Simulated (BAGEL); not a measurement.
# C2H5AlSi (SMILES [AlH2][C]#C[SiH3]) at HF/6-31G(d) (density fitting with qzvpp-jkfit, spherical functions)

What is the energy change on altering one bond length of C2H5AlSi at HF/6-31G* (density fitting with qzvpp-jkfit, spherical functions)? 

The results are computed with BAGEL 1.2.2.

## (1) The system as given

C2H5AlSi has 9 atoms, charge 0, and is taken as a singlet. As SMILES, `[AlH2][C]#C[SiH3]`. Geometry: a GFN2-xTB relaxation, a rough one for these elements and not checked as a minimum.

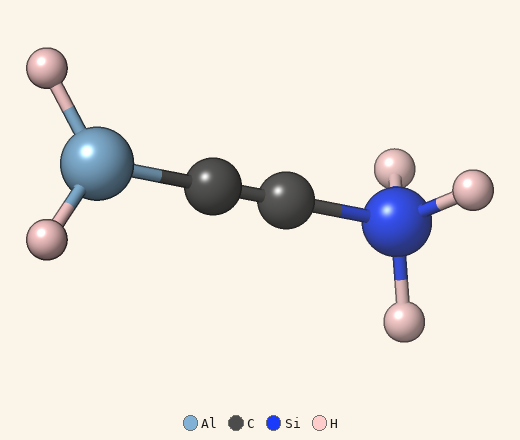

Viewed from a chosen angle; aluminium light blue, carbon dark grey, silicon blue, hydrogen pink.

## (2) A single-point energy at HF/6-31G(d) (density fitting with qzvpp-jkfit, spherical functions)

Input file calc.json:

```json
{ "bagel" : [

{
  "title" : "molecule",
  "basis" : "6-31gs.json",
  "df_basis" : "qzvpp-jkfit",
  "angstrom" : true,
  "geometry" : [
    { "atom" : "Al", "xyz" : [   -0.616830,    2.371580,   -1.277520 ] },
    { "atom" : "C", "xyz" : [   -0.186090,    0.704560,   -0.376640 ] },
    { "atom" : "C", "xyz" : [    0.087650,   -0.346640,    0.186330 ] },
    { "atom" : "Si", "xyz" : [    0.504000,   -1.936970,    1.043990 ] },
    { "atom" : "H", "xyz" : [   -0.791060,    2.477120,   -2.816330 ] },
    { "atom" : "H", "xyz" : [   -0.816890,    3.709690,   -0.517070 ] },
    { "atom" : "H", "xyz" : [   -0.185130,   -3.022820,    0.341490 ] },
    { "atom" : "H", "xyz" : [    1.957090,   -2.115900,    0.983090 ] },
    { "atom" : "H", "xyz" : [    0.047260,   -1.840610,    2.432660 ] }
  ]
},
{
  "title" : "hf"
},
{
  "title" : "print",
  "file" : "orbitals.molden",
  "orbitals" : true
}

]}
```

The basis set 6-31G* is read from a file made from the Basis Set Exchange's data (not shown).

The run is started by

```console
$ BAGEL_NUM_THREADS=1 BAGEL calc.json > calc.out
```

The program printed:

```text
* using 1 threads per process

  ===============================================================
  ===============================================================

  *** Geometry ***

  { "atom" : "Al", "xyz" : [     -1.165640,      4.481637,     -2.414163 ] },
  { "atom" : "C", "xyz" : [     -0.351659,      1.331425,     -0.711746 ] },
  { "atom" : "C", "xyz" : [      0.165634,     -0.655055,      0.352113 ] },
  { "atom" : "Si", "xyz" : [      0.952422,     -3.660343,      1.972855 ] },
  { "atom" : "H", "xyz" : [     -1.494887,      4.681078,     -5.322092 ] },
  { "atom" : "H", "xyz" : [     -1.543698,      7.010298,     -0.977121 ] },
  { "atom" : "H", "xyz" : [     -0.349845,     -5.712302,      0.645323 ] },
  { "atom" : "H", "xyz" : [      3.698364,     -3.998472,      1.857771 ] },
  { "atom" : "H", "xyz" : [      0.089308,     -3.478249,      4.597061 ] },

  Number of auxiliary basis functions:      496

  Since a DF basis is specified, we compute 2- and 3-index integrals:
    o Being stored without compression. Storage requirement is 0.022 GB

  Number of basis functions:       74
  Number of electrons      :       44

    * METHOD: MOLECULE                             0.26

  *** RHF ***

  === Nuclear Repulsion ===
   148.5544864022

      * DIIS with orbital gradients will be used.

  === RHF iteration (6-31gs.json) ===
      0       -609.29837986          0.01434117           0.07
      1       -609.39118377          0.00681305           0.07
      2       -609.40861352          0.00196397           0.07
      3       -609.41033220          0.00099964           0.07
      4       -609.41069599          0.00007741           0.07
      5       -609.41070328          0.00003475           0.07
      6       -609.41070522          0.00001911           0.07
      7       -609.41070611          0.00000487           0.07
      8       -609.41070616          0.00000128           0.07
      9       -609.41070616          0.00000038           0.07
     10       -609.41070616          0.00000017           0.07
     11       -609.41070616          0.00000004           0.07
     12       -609.41070616          0.00000001           0.07
     13       -609.41070616          0.00000001           0.07
    * SCF iteration converged.

    * Permanent dipole moment:
           (   -0.057974,     0.210263,    -0.113476) a.u.

    * METHOD: HF                                   1.16

    * METHOD: PRINT                                0.01

  ===============================================================
```

Wall time 1.6 s (1 thread of Arm Neoverse V2, shared host).

## (3) The distorted shape, same level

Input file hf.json:

```json
{ "bagel": [

{
  "title": "molecule",
  "basis": "6-31gs.json",
  "df_basis": "qzvpp-jkfit",
  "angstrom": true,
  "geometry": [
    { "atom": "Al", "xyz": [   -0.529710,    2.318807,   -0.508067 ] },
    { "atom": "C", "xyz": [   -0.098970,    0.651787,    0.392813 ] },
    { "atom": "C", "xyz": [    0.174770,   -0.399413,    0.955783 ] },
    { "atom": "Si", "xyz": [    0.591120,   -1.989743,    1.813443 ] },
    { "atom": "H", "xyz": [   -0.791060,    2.477120,   -2.816330 ] },
    { "atom": "H", "xyz": [   -0.729770,    3.656917,    0.252383 ] },
    { "atom": "H", "xyz": [   -0.098010,   -3.075593,    1.110943 ] },
    { "atom": "H", "xyz": [    2.044210,   -2.168673,    1.752543 ] },
    { "atom": "H", "xyz": [    0.134380,   -1.893383,    3.202113 ] }
  ]
},
{ "title": "hf" },
{ "title": "print", "file": "orbitals.molden", "orbitals": true }

]}
```

The basis set 6-31G* is read from a file made from the Basis Set Exchange's data (not shown).

The run is started by

```console
$ BAGEL_NUM_THREADS=1 BAGEL hf.json > hf.out
```

The program printed:

```text
* using 1 threads per process

  ===============================================================
  ===============================================================

  *** Geometry ***

  { "atom" : "Al", "xyz" : [     -1.001007,      4.381910,     -0.960107 ] },
  { "atom" : "C", "xyz" : [     -0.187026,      1.231699,      0.742309 ] },
  { "atom" : "C", "xyz" : [      0.330267,     -0.754781,      1.806168 ] },
  { "atom" : "Si", "xyz" : [      1.117055,     -3.760069,      3.426911 ] },
  { "atom" : "H", "xyz" : [     -1.494887,      4.681078,     -5.322092 ] },
  { "atom" : "H", "xyz" : [     -1.379065,      6.910572,      0.476935 ] },
  { "atom" : "H", "xyz" : [     -0.185212,     -5.812028,      2.099378 ] },
  { "atom" : "H", "xyz" : [      3.862997,     -4.098198,      3.311826 ] },
  { "atom" : "H", "xyz" : [      0.253941,     -3.577975,      6.051117 ] },

  Number of auxiliary basis functions:      496

  Since a DF basis is specified, we compute 2- and 3-index integrals:
    o Being stored without compression. Storage requirement is 0.022 GB

  Number of basis functions:       74
  Number of electrons      :       44

    * METHOD: MOLECULE                             0.25

  *** RHF ***

  === Nuclear Repulsion ===
   146.6244367648

      * DIIS with orbital gradients will be used.

  === RHF iteration (6-31gs.json) ===
      0       -609.22790757          0.01428704           0.07
      1       -609.32439779          0.00657534           0.07
      2       -609.34121775          0.00191359           0.07
      3       -609.34300681          0.00099046           0.07
      4       -609.34336380          0.00008277           0.07
      5       -609.34337195          0.00003631           0.07
      6       -609.34337414          0.00002017           0.07
      7       -609.34337514          0.00000494           0.07
      8       -609.34337519          0.00000105           0.07
      9       -609.34337519          0.00000047           0.07
     10       -609.34337519          0.00000015           0.07
     11       -609.34337519          0.00000006           0.07
     12       -609.34337519          0.00000002           0.07
     13       -609.34337519          0.00000001           0.07
    * SCF iteration converged.

    * Permanent dipole moment:
           (   -0.161934,     0.346800,    -0.881337) a.u.

    * METHOD: HF                                   1.13

    * METHOD: PRINT                                0.01

  ===============================================================
```

Wall time 1.6 s (1 thread of Arm Neoverse V2, shared host).

## (4) What came out

At HF/6-31G* (density fitting with qzvpp-jkfit, spherical functions):

```
                                                          quantity          value
                                         first shape: total energy  -609.41071 Eh
                                        first shape: dipole moment         0.62 D
                                          first shape: HOMO energy      -10.35 eV
                                          first shape: LUMO energy        0.91 eV
                                        first shape: HOMO–LUMO gap       11.26 eV
                                     distorted shape: total energy  -609.34338 Eh
                                    distorted shape: dipole moment         2.44 D
                                      distorted shape: HOMO energy       -9.58 eV
                                      distorted shape: LUMO energy        0.59 eV
                                    distorted shape: HOMO–LUMO gap       10.17 eV
energy change with the Al1–H5 bond stretched from 1.552 to 2.328 Å       1.832 eV
```

What this shows: One bond (distorted shape) is far stretched, which a spin-restricted single reference describes badly; a broken-symmetry solution may lie lower. With the Al1–H5 bond stretched from 1.552 to 2.328 Å the energy rises by 1.83 eV (42 kcal/mol). The first shape isn't relaxed at this level, so the change isn't measured from a minimum. A restricted reference can't describe the breaking bond well at this length.
